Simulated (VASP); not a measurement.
# A VASP study of MgB2 (PBEsol + D3(BJ)): structure first, properties next, part 5 of 5

Wanted: the relaxed cell of MgB2 and its properties. The start is a cell from a database of measured crystal structures.

VASP 6.6.1; PBEsol with D3(BJ); plane waves and PAW (Mg, B).

Still holding for the runs below: The k-mesh is coarse for a metal.

So far. Step 21 (Volume scan with PBEsol + D3(BJ) (run 13)): The run ends at a pressure of -6.00 GPa.

### 22. Volume scan with PBEsol + D3(BJ) (run 14) (continued)

Parts of OUTCAR (step 22):

```text
 Edisp (eV)   -0.69679

[... 6 parts as in an earlier step ...]

[... 1 further part left out ...]
[key lines of the parts left out:]
E-fermi :   4.9748
```

The pressure falls from -6.00 to -8.61 GPa.

The run ends at a pressure of -8.61 GPa.

### 23. The series together

Times are for 2 MPI ranks of Intel Xeon 6975P-C (Granite Rapids), shared host. Results by setting:

```
no.  volume scale  energy above the lowest point (meV/atom)  pressure (GPa)   time  memory (GiB)
  1          0.94                                     18.76           11.40  2.6 s          0.26
  2          0.94                                     18.76           11.40  2.4 s          0.25
  3          0.96                                      8.06           7.235  2.4 s          0.26
  4          0.96                                      8.06           7.235  2.4 s          0.25
  5          0.98                                      1.94           3.448  2.4 s          0.26
  6          0.98                                      1.94           3.448  2.4 s          0.26
  7             1                                         0        -2.16e-4  2.4 s          0.26
  8             1                                         0        -2.16e-4  2.4 s          0.24
  9          1.02                                      1.85          -3.141  2.8 s          0.26
 10          1.02                                      1.85          -3.141  2.4 s          0.26
 11          1.04                                      7.15          -6.002  2.6 s          0.27
 12          1.04                                      7.15          -6.002  2.6 s          0.27
 13          1.06                                     15.59          -8.609  2.8 s          0.26
 14          1.06                                     15.59          -8.609  2.6 s          0.27
```

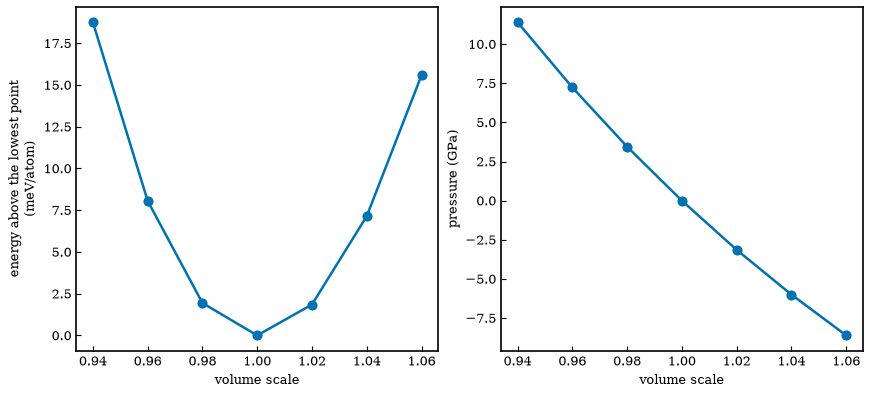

The series as plots.

### 24. Fit for PBEsol + D3(BJ) (run 2)

This step: Birch-Murnaghan fit, PBEsol with D3(BJ); plane waves and PAW (VASP 6.6.1).

No new run; the numbers come from the runs before.

Table of energy above the fitted minimum by volume:

```
volume (Å³/atom)  energy above the fitted minimum (eV/atom)
           8.672                                     0.0188
           8.856                                    0.00806
           9.041                                    0.00194
           9.226                                    -1.3e-7
           9.410                                    0.00185
           9.595                                    0.00715
           9.779                                     0.0156
```

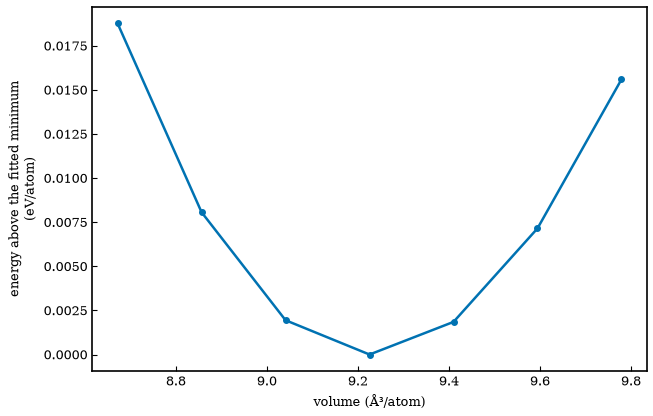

Energy above the fitted minimum against volume.

The fitted volume lies -0.01 % from the relaxed one.

### 25. Core levels (PBEsol + D3(BJ))

This step: PBEsol with D3(BJ); plane waves and PAW (Mg, B) (VASP 6.6.1).

Core levels shift with the potential at each site, so they tell like atoms on unlike sites apart.

File INCAR:

```
SYSTEM = MgB2
PREC = Accurate
ENCUT = 420
EDIFF = 1E-06
NELM = 100
ISMEAR = 0
SIGMA = 0.05
LREAL = .FALSE.
ALGO = Normal
GGA = PS
IVDW = 12
NBANDS = 10
LORBIT = 11
LWAVE = .FALSE.
LCHARG = .FALSE.
KPAR = 2
ICORELEVEL = 1
```

File POSCAR:

```
MgB2
1.0
    3.0367461370      0.0000000000      0.0000000000
   -1.5183730685      2.6298992995      0.0000000000
    0.0000000000      0.0000000000      3.4654839979
Mg B
1 2
Direct
    0.0000000000      0.0000000000      0.0000000000
    0.3333333333      0.6666666667      0.5000000000
    0.6666666667      0.3333333333      0.5000000000
```

File KPOINTS:

```
Automatic mesh
0
Gamma
7 7 6
0 0 0
```

The projector-augmented-wave data sets are Mg and B (PBE family, release 64).

Run with:

```bash
$ mpirun -np 2 vasp_std
```

Log:

```text
[... set-up lines as in an earlier step ...]
 entering main loop
       N       E                     dE             d eps       ncg     rms          rms(c)
[... 12 cycles as in an earlier step ...]
   1 F= -.16955213E+02 E0= -.16954877E+02  d E =-.673765E-03
```

Elapsed: 2.4 s, on 2 MPI ranks of Intel Xeon 6975P-C (Granite Rapids), shared host; peak memory 0.26 GiB; 2.8 s of CPU time.

From OUTCAR (step 25):

```text
   NELECT =       8.0000    total number of electrons

 the core state eigenenergies are
   1-  1s  -1248.7578  2s    -69.3362  2p    -36.0868
   2-  1s   -166.6116
   3-  1s   -166.6116

 E-fermi :   5.3854

 Edisp (eV)   -0.73944

[... 19 parts as in an earlier step ...]

[... 2 further parts left out ...]
```

These are scalar-relativistic Kohn-Sham levels of the ground state, with no core hole, so they are not binding energies.

Numbers from this step:

- free energy (TOTEN): -16.96 eV
- energy at zero smearing: -16.95 eV
- Fermi energy: 5.385 eV
- pressure: -2.16e-4 GPa

Kohn-Sham core levels. Core levels, by row:

| atom | shell | level below the Fermi level (eV) |
| --- | --- | --- |
| Mg1 | 1s | 1254 |
| Mg1 | 2s | 74.72 |
| Mg1 | 2p | 41.47 |
| B2 | 1s | 172 |
| B3 | 1s | 172 |

Atoms of one element give levels within 0.1 eV of each other.

### 26. Summary of results

```yaml
relaxed_volume: 9.226 Å³/atom
relaxed_conventional_cell_a_b_c: 3.037, 3.037, 3.465 Å; angles 90.0, 90.0, 120.0°
space_group_after_relaxing_within_0p02_a: P6/mmm (No. 191)
band_gap: none, a metal
dos_at_the_fermi_level: 0.693 states/eV/cell
highest_zone_centre_mode: 700 cm⁻¹
bulk_modulus_from_the_fit: 165 GPa
volume_from_the_fit: 9.22 Å³/atom
shallowest_level_of_the_frozen_cores: Mg1 2p, 41.5 eV deep
```

With PBEsol + D3(BJ), MgB2 relaxes to 9.226 Å³/atom in space group P6/mmm (held by the symmetry of the run), comes out as a metal and has a bulk modulus of 165 GPa at fixed shape and positions, an upper bound. Against the listed cell the volume lies -4.7 % (a -1.6 %, c -1.6 %). Band structure (PBEsol + D3(BJ)): Of the bands kept, 3 cross the Fermi level on this path. Zone-centre phonons (PBEsol + D3(BJ)): The highest mode in this list at Γ, 700.4 cm⁻¹, is mostly motion of B (100 % of the kinetic energy). The scan held shape and positions, so its modulus is an upper bound, and a miss against the measured one is not the functional's alone. The k-sampling is coarse for a metal, so the Fermi level, pressures and the shape of the cell carry errors. Modes at Γ alone can't show that the crystal is stable at other wave vectors. No search among competing phases was made, and a listed structure need not be the one stable at ambient conditions. All values are for a static lattice at zero temperature.

[Lines on the potential files, build, host, timing and source positions are cut from VASP's logs without a mark.]

[Logs are printed without paths, hosts, clocks, repeated set-up lines and the standing remarks that a program may print on its own settings, such as how far it seeks lower states.]

[Hosts, paths, dates, database ids (printed as entryN), source tags and the programs' standing remarks are cut or masked in the printed files.]

[A measured line is paired with the nearest computed mode of its activity, which favours agreement.]
